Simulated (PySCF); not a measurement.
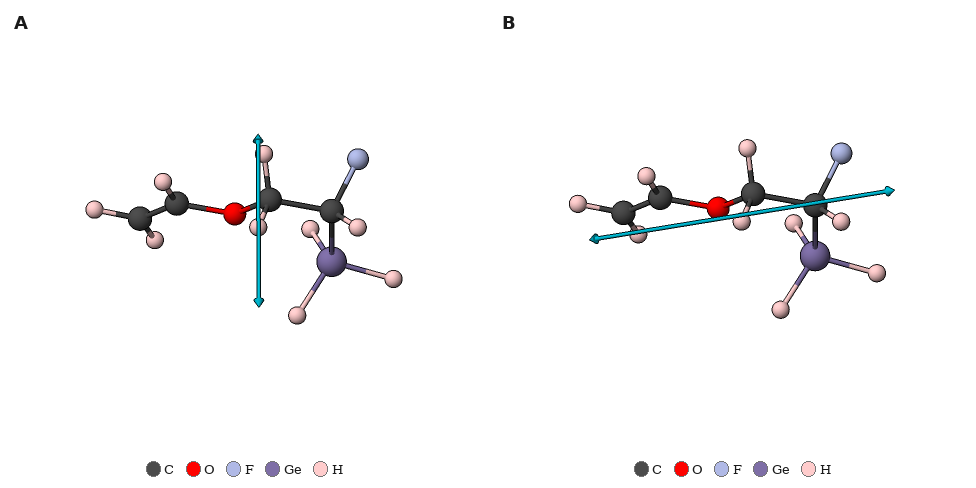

The double arrows show the directions of two transition dipoles from the ground state (lengths mean nothing). The geometry was computed by an optimisation with GFN2-xTB. No frequency run is at hand to confirm it as a minimum. Properties computed with TDDFT CAM-B3LYP/def2-SVPD, vertical, gas phase, core orbitals frozen in the response (PySCF 2.14.0).

One belongs to singlet state 1 and one to singlet state 2. Which is which?

Answer. A: state 1, 6.57 eV (189 nm), oscillator strength 0.046, mainly HOMO → LUMO (weight 0.57).
B: state 2, 6.73 eV (184 nm), oscillator strength 0.35, mainly HOMO → LUMO+1 (weight 0.70).

The geometry is semi-empirical. Around Ge such bond lengths and angles can be off by a tenth of an ångström or more and by several degrees, and values that hang on the shape move with them.
